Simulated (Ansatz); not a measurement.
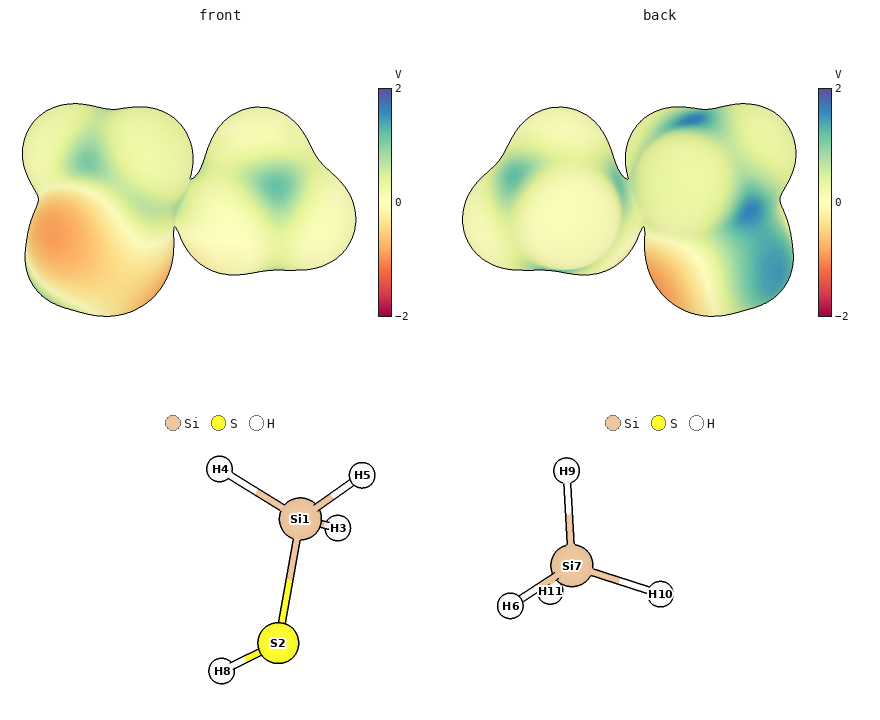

Figure 1: H4SSi···SiH4. The electrostatic potential painted on the density surface at 0.002 e/bohr³, seen from the front and from behind; the colour scale runs from red (negative) to blue (positive). The bare structure is drawn below in the same view.

The calculation used RKS BHLYP/def2-SVPD (Ansatz).

Input file:

```
crystal:
  periodic: [false, false, false]
  atoms:
    - { symbol: Si, position_ang: [-0.802837, -0.636663, 1.150958] }
    - { symbol: S, position_ang: [1.273548, -0.830092, 1.715967] }
    - { symbol: H, position_ang: [-1.020802, -1.111828, -0.230956] }
    - { symbol: H, position_ang: [-1.607017, -1.459256, 2.079256] }
    - { symbol: H, position_ang: [-1.212252, 0.776536, 1.250256] }
    - { symbol: H, position_ang: [1.011631, 0.786269, -0.385039] }
    - { symbol: Si, position_ang: [0.458978, 1.020477, -1.697848] }
    - { symbol: H, position_ang: [1.076038, -1.858839, 2.560072] }
    - { symbol: H, position_ang: [-0.946132, 1.466795, -1.58067] }
    - { symbol: H, position_ang: [1.25002, 2.074305, -2.373031] }
    - { symbol: H, position_ang: [0.518825, -0.227603, -2.488966] }
basis:
  gaussian: { orbitals: def2-SVPD }
hamiltonian:
  xc: { name: BHLYP }
relax:
  f_tol: 0.03
  max_steps: 50
output:
  orbitals: {}
```

Launched as:

```sh
ansatz run input.yaml --threads 4 --pin off --max-ram 5120MiB --backend cpu --events-out ev --progress --plain --runs-dir out
```

The fields are those of the run's last geometry, not of the input's.

Where is the surface potential most negative and most positive?

The most negative region (about −0.9 V) lies over S2, the most positive (about +1.5 V) over Si1.
